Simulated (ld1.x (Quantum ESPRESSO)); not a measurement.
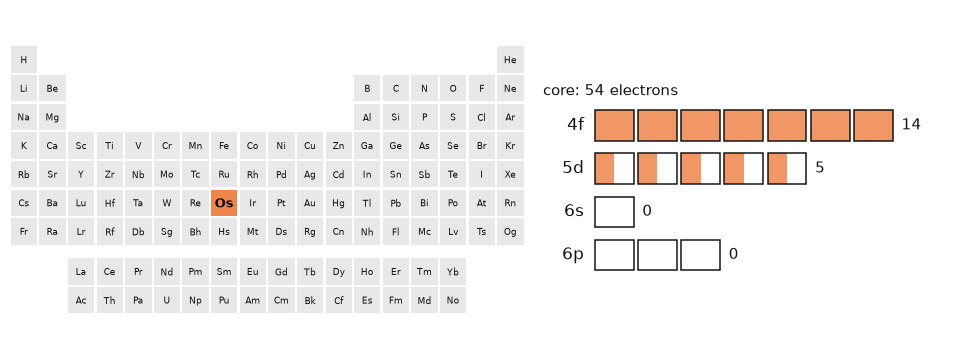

Figure 1. Left, the place of osmium in the periodic table; right, the valence shells of the reference configuration: a box for each of the 2l + 1 orbitals, shaded by the share of the shell that is filled, with the electron count at the right. The shells are those of the unaltered input.

**Run report: Os, pseudopotential generation**

- system: osmium (Os, Z = 76), core [Xe], reference valence 4f14 5d5 6s0 6p0 (an ion of charge +3), valence charge 22. (This line and the method describe the unaltered input from which the odd one was made.)
- method: TM potential, PBE, scalar-relativistic, made with ld1.x (Quantum ESPRESSO) 7.5

## Input file
```
 &input
   title='Os', zed=76., rel=1, dft='PBE', iswitch=3,
   config='[Xe] 4f14 5d5 6s0 6p0',
   nld=4, rlderiv=3.10, eminld=-8.0, emaxld=5.0, deld=0.04
 /
 &inputp
   pseudotype=1, tm=.true., lloc=-2, rcloc=2.40,
   nlcc=.true., rcore=0.75,
   file_pseudopw='Os.UPF', file_wfcaegen='ae.wfc', file_wfcncgen='nc.wfc', file_beta='beta', file_chi='chi'
 /
4
6S  1  0   0.00   0.00  1.70  1.70  0.0
6P  2  1   0.00   0.00  2.85  2.85  0.0
5D  3  2   5.00   0.00  2.30  2.30  0.0
4F  4  3  14.00   0.00  0.95  0.95  0.0
 &test
   configts(1)='4f14 5d5 6s0 6p0'
 /
```

Hardware: 1 CPU thread, shared host.

Run as:
```bash
ld1.x < Os.in > Os.out
```

## The program's output
```
     Program LD1 v.7.5
     --------------------------- All-electron run ----------------------------

     Os
     scalar relativistic calculation

     atomic number is 76.00
     dft =PBE   lsd =0 sic =0 latt =0  beta=0.20 tr2=1.0E-14
     Exchange-correlation= PBE
                           (   1   4   3   4   0   0   0)
     mesh =1275 r(mesh) =  98.91557 a.u. xmin = -7.00 dx = 0.01250
     1 Ry =  13.60569312 eV, c = 137.03599908

     n l     nl                  e(Ry)          e(Ha)          e(eV)
     1 0     1S 1( 2.00)     -5432.4306     -2716.2153    -73911.9843
     2 0     2S 1( 2.00)      -947.9764      -473.9882    -12897.8758
     2 1     2P 1( 6.00)      -825.6379      -412.8190    -11233.3762
     3 0     3S 1( 2.00)      -222.3520      -111.1760     -3025.2532
     3 1     3P 1( 6.00)      -186.4372       -93.2186     -2536.6078
     4 0     4S 1( 2.00)       -48.7170       -24.3585      -662.8279
     4 1     4P 1( 6.00)       -36.9396       -18.4698      -502.5892
     3 2     3D 1(10.00)      -146.3511       -73.1755     -1991.2080
     5 0     5S 1( 2.00)        -8.9837        -4.4918      -122.2292
     5 1     5P 1( 6.00)        -5.9740        -2.9870       -81.2802
     4 2     4D 1(10.00)       -22.3262       -11.1631      -303.7636
     4 3     4F 1(14.00)        -6.0895        -3.0447       -82.8513
     5 2     5D 1( 5.00)        -2.5713        -1.2856       -34.9842
     6 0     6S 1( 0.00)        -2.2371        -1.1185       -30.4368
     6 1     6P 1( 0.00)        -1.6221        -0.8111       -22.0702

     final scf error:  7.9E-15 reached in  34 iterations

     Etot =  -34503.648948 Ry,  -17251.824474 Ha, -469446.059215 eV

     Ekin =   38252.739528 Ry,   19126.369764 Ha,  520455.035128 eV
     Encl =  -85357.863518 Ry,  -42678.931759 Ha,-1161352.896661 eV
     Eh   =   13276.032183 Ry,    6638.016092 Ha,  180629.619778 eV
     Exc  =    -674.557141 Ry,    -337.278571 Ha,   -9177.817459 eV

     normalization and overlap integrals

     s(1S/1S) =  1.000000  <r> =   0.0177  <r2> =    0.0004  r(max) =   0.0110
     s(2S/2S) =  1.000000  <r> =   0.0749  <r2> =    0.0066  r(max) =   0.0636
     s(2P/2P) =  1.000000  <r> =   0.0673  <r2> =    0.0055  r(max) =   0.0520
     s(3S/3S) =  1.000000  <r> =   0.1939  <r2> =    0.0430  r(max) =   0.1794
     s(3P/3P) =  1.000000  <r> =   0.1945  <r2> =    0.0439  r(max) =   0.1772
     s(4S/4S) =  1.000000  <r> =   0.4318  <r2> =    0.2104  r(max) =   0.4042
     s(4P/4P) =  1.000000  <r> =   0.4594  <r2> =    0.2400  r(max) =   0.4250
     s(3D/3D) =  1.000000  <r> =   0.1762  <r2> =    0.0364  r(max) =   0.1450
     s(5S/5S) =  1.000000  <r> =   1.0034  <r2> =    1.1294  r(max) =   0.9110
     s(5P/5P) =  1.000000  <r> =   1.1595  <r2> =    1.5183  r(max) =   1.0323
     s(4D/4D) =  1.000000  <r> =   0.4890  <r2> =    0.2767  r(max) =   0.4357
     s(4F/4F) =  1.000000  <r> =   0.5559  <r2> =    0.3809  r(max) =   0.4042
     s(5D/5D) =  1.000000  <r> =   1.6081  <r2> =    2.9922  r(max) =   1.3255
     s(6S/6S) =  1.000000  <r> =   2.4609  <r2> =    6.7557  r(max) =   2.2407
     s(6P/6P) =  1.000000  <r> =   2.9871  <r2> =    9.9531  r(max) =   2.7027

     ------------------------ End of All-electron run ------------------------

     --------------------- Generating NC pseudopotential ---------------------

      Generating local potential from pseudized AE potential:
      Matching radius rcloc =   2.4000
      Enforcing V''(0)=0 (lloc=-2)

      Local pseudo, rcloc= 2.385 Estimated cut-off energy=     5.43 Ry

      Computing core charge for nlcc:

       r > 0.76 : true rho core
       r < 0.76 : rho core = a sin(br)/r    a=  29.92  b=   3.20

      Integrated core pseudo-charge :  15.31

      Wfc   6S  rcut= 1.681  Using Troullier-Martins method

      Wfc   6P  rcut= 2.841  Using Troullier-Martins method

      Wfc   5D  rcut= 2.326  Using Troullier-Martins method

      Wfc   4F  rcut= 0.946  Using Troullier-Martins method

     ------------------- End of pseudopotential generation -------------------

     --------------------------- All-electron run ----------------------------

     Os
     scalar relativistic calculation

     atomic number is 76.00
     dft =PBE   lsd =0 sic =0 latt =0  beta=0.20 tr2=1.0E-14
     Exchange-correlation= PBE
                           (   1   4   3   4   0   0   0)
     mesh =1275 r(mesh) =  98.91557 a.u. xmin = -7.00 dx = 0.01250
     1 Ry =  13.60569312 eV, c = 137.03599908

     n l     nl                  e(Ry)          e(Ha)          e(eV)
     1 0     1S 1( 2.00)     -5432.4306     -2716.2153    -73911.9843
     2 0     2S 1( 2.00)      -947.9764      -473.9882    -12897.8758
     2 1     2P 1( 6.00)      -825.6379      -412.8190    -11233.3762
     3 0     3S 1( 2.00)      -222.3520      -111.1760     -3025.2532
     3 1     3P 1( 6.00)      -186.4372       -93.2186     -2536.6078
     4 0     4S 1( 2.00)       -48.7170       -24.3585      -662.8279
     4 1     4P 1( 6.00)       -36.9396       -18.4698      -502.5892
     3 2     3D 1(10.00)      -146.3511       -73.1755     -1991.2080
     5 0     5S 1( 2.00)        -8.9837        -4.4918      -122.2292
     5 1     5P 1( 6.00)        -5.9740        -2.9870       -81.2802
     4 2     4D 1(10.00)       -22.3262       -11.1631      -303.7636
     4 3     4F 1(14.00)        -6.0895        -3.0447       -82.8513
     5 2     5D 1( 5.00)        -2.5713        -1.2856       -34.9842
     6 0     6S 1( 0.00)        -2.2371        -1.1185       -30.4368
     6 1     6P 1( 0.00)        -1.6221        -0.8111       -22.0702

     final scf error:  7.9E-15 reached in  34 iterations

     Etot =  -34503.648948 Ry,  -17251.824474 Ha, -469446.059215 eV

     Ekin =   38252.739528 Ry,   19126.369764 Ha,  520455.035128 eV
     Encl =  -85357.863518 Ry,  -42678.931759 Ha,-1161352.896661 eV
     Eh   =   13276.032183 Ry,    6638.016092 Ha,  180629.619778 eV
     Exc  =    -674.557141 Ry,    -337.278571 Ha,   -9177.817459 eV

     normalization and overlap integrals

     s(1S/1S) =  1.000000  <r> =   0.0177  <r2> =    0.0004  r(max) =   0.0110
     s(2S/2S) =  1.000000  <r> =   0.0749  <r2> =    0.0066  r(max) =   0.0636
     s(2P/2P) =  1.000000  <r> =   0.0673  <r2> =    0.0055  r(max) =   0.0520
     s(3S/3S) =  1.000000  <r> =   0.1939  <r2> =    0.0430  r(max) =   0.1794
     s(3P/3P) =  1.000000  <r> =   0.1945  <r2> =    0.0439  r(max) =   0.1772
     s(4S/4S) =  1.000000  <r> =   0.4318  <r2> =    0.2104  r(max) =   0.4042
     s(4P/4P) =  1.000000  <r> =   0.4594  <r2> =    0.2400  r(max) =   0.4250
     s(3D/3D) =  1.000000  <r> =   0.1762  <r2> =    0.0364  r(max) =   0.1450
     s(5S/5S) =  1.000000  <r> =   1.0034  <r2> =    1.1294  r(max) =   0.9110
     s(5P/5P) =  1.000000  <r> =   1.1595  <r2> =    1.5183  r(max) =   1.0323
     s(4D/4D) =  1.000000  <r> =   0.4890  <r2> =    0.2767  r(max) =   0.4357
     s(4F/4F) =  1.000000  <r> =   0.5559  <r2> =    0.3809  r(max) =   0.4042
     s(5D/5D) =  1.000000  <r> =   1.6081  <r2> =    2.9922  r(max) =   1.3255
     s(6S/6S) =  1.000000  <r> =   2.4609  <r2> =    6.7557  r(max) =   2.2407
     s(6P/6P) =  1.000000  <r> =   2.9871  <r2> =    9.9531  r(max) =   2.7027

     ------------------------ End of All-electron run ------------------------

     Computing logarithmic derivative in   3.08187
     Computing logarithmic derivative in   3.08187
     Computing the partial wave expansion
     R is outside the sphere for l=    0 j= 0.00
     R is outside the sphere for l=    1 j= 0.00
     R is outside the sphere for l=    2 j= 0.00
     R is outside the sphere for l=    3 j= 0.00

     ---------------------- Testing the pseudopotential ----------------------

     Os
     scalar relativistic calculation

     atomic number is 76.00   valence charge is 22.00
     dft =PBE   lsd =0 sic =0 latt =0  beta=0.20 tr2=1.0E-14
     mesh =1275 r(mesh) =  98.91557 xmin = -7.00 dx = 0.01250

     n l     nl             e AE (Ry)        e PS (Ry)    De AE-PS (Ry)
     4 3     4F   1(14.00)       -6.08946       -6.08949        0.00003
     3 2     5D   1( 5.00)       -2.57129       -2.57130        0.00000
     1 0     6S   1( 0.00)       -2.23706       -2.23705       -0.00001
     2 1     6P   1( 0.00)       -1.62213       -1.62213        0.00000

     eps = 6.6E-15  iter =  6

     Etot =  -34503.648948 Ry,  -17251.824474 Ha, -469446.059215 eV
     Etotps =  -537.037758 Ry,    -268.518879 Ha,   -7306.770933 eV

     Ekin =     897.026807 Ry,     448.513404 Ha,   12204.671462 eV
     Encl =    -869.249063 Ry,    -434.624532 Ha,  -11826.736005 eV
     Ehrt =     416.964896 Ry,     208.482448 Ha,    5673.096411 eV
     Ecxc =     -92.082384 Ry,     -46.041192 Ha,   -1252.844664 eV
     (Ecc =     -30.162418 Ry,     -15.081209 Ha,    -410.380608 eV)
     Epseu=    -889.698013 Ry,    -444.849006 Ha,  -12104.958137 eV

     ---------------------- End of pseudopotential test ----------------------
```

## Outcome

| quantity | value |
| --- | --- |
| outcome | generated |
| wall time | 0.72 s |

## What is odd here

One thing in this input was made odd on purpose: pseudotype changed from 2 to 1. The program ran to the end. The all-electron atom is untouched: its total energy equals that from the unaltered input (−34503.6489 Ry). The pseudo-atom's total energy moves by +0.00063 Ry, so the potential, or the configuration in which it is tested, is another one. The pseudo-atom meets the occupied all-electron levels that the test lists within 0.00003 Ry. No test for ghost states or cutoffs was run on this potential, so its soundness isn't shown.
